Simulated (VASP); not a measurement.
Band structure of BAs (zinc blende). These are rev-vdW-DF2, VASP's PBE PAW potentials (set 64) (plane waves; VASP) values and carry that method's errors.

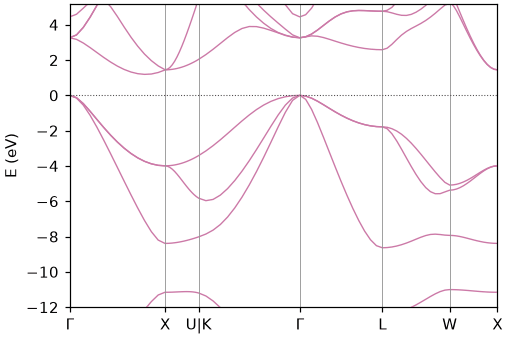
*Bands along high-symmetry lines, zero at the valence-band maximum or, without a gap, the Fermi level*

Problem. Read the plot: is there a gap, and where are the band edges?

Solution. The gap is indirect, 1.19 eV, from the valence maximum at Γ to the conduction minimum at Γ-X at 0.79. (Edges off the drawn lines would not show.)

Measured: gap 1.82 eV (computed value off by -0.63 eV), as given by Wikipedia, List of semiconductor materials.

The compound is BAs in the zinc blende structure. It was relaxed first.
